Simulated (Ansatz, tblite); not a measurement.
# The cluster Sn2O6: spin-state energies by level

Aim: set other spin states of the cluster Sn2O6 against its singlet, on many levels of theory.

The runs use Ansatz 0.2.0, Gaussian basis; as each input shows.

The runs, in order: triplet, at the geometry of the singlet (GFN1-xTB, GFN2-xTB, PBE0-D4/def2-TZVP, PBE-D4/def2-TZVP, r2SCAN-D4/def2-TZVP); the singlet's energies come from earlier runs.

4 further runs of the same task are left out: 1 that didn't finish, 3 set aside as unsound or not needed.

### Step 1. The geometry

The singlet was relaxed beforehand with B3LYP-D4/def2-SVP. At that level it is the lowest of the isomers that a small search found.

8 atoms, charge 0, spin multiplicity 1.

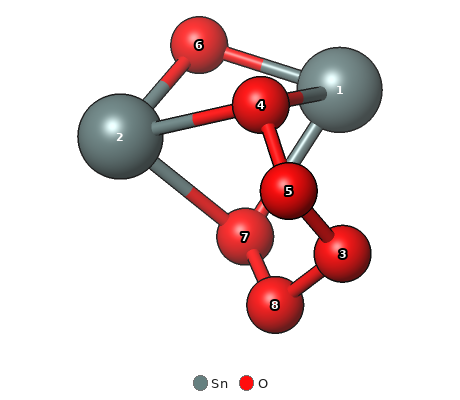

The structure; tin teal, oxygen red; atoms are numbered from 1 in the order of the file.

Sn takes a core potential in the def2 sets. No spin-orbit coupling is included.

### Step 2. Triplet at the fixed geometry, GFN1-xTB

Tight binding, by tblite at 300 K electronic temperature and without a spin-polarisation term:

```python
tblite.interface.Calculator('GFN1-xTB', numbers, positions, charge=0, uhf=2).singlepoint()
```

Energy -890.3660 eV; 0.008 s.

### Step 3. Triplet at the fixed geometry, GFN2-xTB

Tight binding, by tblite at 300 K electronic temperature and without a spin-polarisation term:

```python
tblite.interface.Calculator('GFN2-xTB', numbers, positions, charge=0, uhf=2).singlepoint()
```

Energy -769.1296 eV; 0.014 s.

### Step 4. Triplet at the fixed geometry, PBE0-D4/def2-TZVP

in.yaml reads:

```yaml
crystal:
  periodic: [false, false, false]
  atoms:
    - {symbol: Sn, position_ang: [1.525190, 1.090724, -0.044135]}
    - {symbol: Sn, position_ang: [-0.339922, -0.649733, 1.786885]}
    - {symbol: O, position_ang: [-0.631041, -0.056465, -1.704839]}
    - {symbol: O, position_ang: [0.720122, -1.113068, -0.187104]}
    - {symbol: O, position_ang: [-0.241270, -1.331672, -1.225464]}
    - {symbol: O, position_ang: [1.321169, 0.507577, 1.871480]}
    - {symbol: O, position_ang: [-0.798916, 1.030679, 0.303856]}
    - {symbol: O, position_ang: [-1.555332, 0.521969, -0.800679]}
basis:
  gaussian: {orbitals: def2-TZVP}
magnetization: {spin_polarized: true, initial_magnetization: 2}
hamiltonian: {xc: pbe0, dispersion: d4}
scf: {omitted_lower_state_checks: [starts]}
output: {orbitals: {seedname: orbitals}}
```

Run with:

```
$ ansatz run in.yaml --threads 4 --pin off --events-out ev --progress --plain --max-ram 8704MiB
```

What it wrote:

```text
Functional definition: PBE0
  name "PBE0"
  cite "Adamo & Barone, J. Chem. Phys. 110, 6158 (1999) doi:10.1063/1.478522"
  cite "Perdew, Burke & Ernzerhof, Phys. Rev. Lett. 77, 3865 (1996) doi:10.1103/PhysRevLett.77.3865"
  parent pbe
  parameter a = 0.25
  parameter kappa = 0.804
  parameter beta = 0.06672455060314922
  exchange = (1 - a)*pbe_x(kappa = kappa, mu = beta*pi^2/3) + a*exact_x
  correlation = pbe_c(beta = beta)
these checks for a lower state are left out or cut short: starts
1828 factors; their error is unknown
mean field evaluation 1: about -23912.2333 eV, gradient 6.4e1 eV
mean field evaluation 2: about -23746.1538 eV, gradient 1.8e2 eV
mean field evaluation 4: about -23920.9060 eV, gradient 4.0e1 eV
mean field evaluation 8: about -23927.9476 eV, gradient 1.4e0 eV
mean field evaluation 16: about -23928.0536 eV, gradient 2.0e-1 eV
mean field evaluation 32: about -23928.2388 eV, gradient 1.6e-3 eV
mean field -23928.23881591 eV, -879.3465573418 hartree, gradient 6.5e-6 eV, S^2 2.010177; 0 other end points of the search recorded, 0 dependent functions left out
reference -23928.23885484 eV, -879.3465587725 hartree; 47, 45 occupied and 239, 241 virtual orbitals, 1828 factors
Total energy: -23928.54593575 eV, -879.3578437878 hartree
Checks for a lower state left out: starts
```

It took 30 s on 4 threads of Arm Neoverse V1, shared host; peak memory 1.4 GiB.

From the report: HOMO -3.73 eV, LUMO -5.49 eV (over both spins; with the spin held, an empty level of the minority spin lies below the top filled one); ⟨S²⟩ 2.010 (pure: 2.00).

### Step 5. Triplet at the fixed geometry, PBE-D4/def2-TZVP

start.molden holds the orbitals of an earlier run on this state, given as this run's starting guess.

Changes to in.yaml since step 4:

```diff
@@ -12,5 +12,5 @@
 basis:
-  gaussian: {orbitals: def2-TZVP}
+  gaussian: {orbitals: def2-TZVP, initial_orbitals: start.molden}
 magnetization: {spin_polarized: true, initial_magnetization: 2}
-hamiltonian: {xc: pbe0, dispersion: d4}
+hamiltonian: {xc: pbe, dispersion: d4}
 scf: {omitted_lower_state_checks: [starts]}
```

Launched as before.

What it wrote:

```text
Functional definition: PBE
  name "PBE"
  cite "Perdew, Burke & Ernzerhof, Phys. Rev. Lett. 77, 3865 (1996) doi:10.1103/PhysRevLett.77.3865"
  parent pbe
  parameter kappa = 0.804
  parameter beta = 0.06672455060314922
  exchange = pbe_x(kappa = kappa, mu = beta*pi^2/3)
  correlation = pbe_c(beta = beta)
these checks for a lower state are left out or cut short: starts
1682 factors; their error is unknown
mean field evaluation 1: about -23929.7369 eV, gradient 9.8e0 eV
mean field evaluation 2: about -23930.1392 eV, gradient 6.0e-1 eV
mean field evaluation 4: about -23930.2251 eV, gradient 3.3e-2 eV
mean field evaluation 8: about -23930.2049 eV, gradient 2.7e-5 eV
mean field -23930.20490393 eV, -879.4188097440 hartree, gradient 6.7e-6 eV, S^2 2.003205; 0 other end points of the search recorded, 0 dependent functions left out
reference -23930.20495584 eV, -879.4188116517 hartree; 47, 45 occupied and 239, 241 virtual orbitals, 1682 factors
Total energy: -23930.56819796 eV, -879.4321605531 hartree
Checks for a lower state left out: starts
```

It took 12 s on 4 threads of Arm Neoverse V1, shared host.

From the report: HOMO -2.94 eV, LUMO -6.01 eV (over both spins; with the spin held, an empty level of the minority spin lies below the top filled one); ⟨S²⟩ 2.003 (pure: 2.00).

### Step 6. Triplet at the fixed geometry, r2SCAN-D4/def2-TZVP

Changes to in.yaml since step 5:

```diff
@@ -14,3 +14,3 @@
 magnetization: {spin_polarized: true, initial_magnetization: 2}
-hamiltonian: {xc: pbe, dispersion: d4}
+hamiltonian: {xc: r2scan, dispersion: d4}
 scf: {omitted_lower_state_checks: [starts]}
```

The command is unchanged.

What it wrote, cut to the lines that bear on the results:

```text
Functional definition: r2SCAN
  name "r2SCAN"
  cite "Furness, Kaplan, Ning, Perdew & Sun, J. Phys. Chem. Lett. 11, 8208 (2020) doi:10.1021/acs.jpclett.0c02405"
  cite "Furness, Kaplan, Ning, Perdew & Sun, J. Phys. Chem. Lett. 11, 9248 (2020) doi:10.1021/acs.jpclett.0c03077"
  parent r2scan
[...]
1682 factors; their error is unknown
[...]
mean field -23940.28792323 eV, -879.7893538687 hartree, gradient 9.9e-6 eV, S^2 2.007943; 0 other end points of the search recorded, 0 dependent functions left out
reference -23940.28794504 eV, -879.7893546703 hartree; 47, 45 occupied and 239, 241 virtual orbitals, 1682 factors
Total energy: -23940.36638751 eV, -879.7922373779 hartree
Checks for a lower state left out: starts
```

Wall time 27 s (4 threads of Arm Neoverse V1, shared host); peak memory 0.69 GiB.

HOMO -3.10 eV, LUMO -6.09 eV (over both spins; with the spin held, an empty level of the minority spin lies below the top filled one); ⟨S²⟩ 2.008 (pure: 2.00).

### Step 7. Triplet less singlet, vertical

The singlet's energies are those of its earlier runs, whose logs aren't repeated here.

```
              level  triplet less singlet, vertical (eV)     time
           GFN1-xTB                               +5.639  0.014 s
           GFN2-xTB                               +4.873  0.021 s
   PBE-D4/def2-TZVP                               +3.239     17 s
r2SCAN-D4/def2-TZVP                               +3.409     37 s
  PBE0-D4/def2-TZVP                               +3.632     38 s
```

Times add the two runs; a level without a time comes out of a correlated run. Tight binding without a spin term can't rank spin states.

### Step 8. What came out

```
                                                quantity                                   value
triplet less singlet, vertical, functionals in def2-TZVP  +3.239 (PBE-D4) to +3.632 eV (PBE0-D4)
```

In words: All functionals put the triplet above the singlet, over a spread of 0.393 eV. The checks for a lower triplet were left out, so another state of that spin may lie lower. These are electronic energies, without zero-point motion, entropy or surroundings.
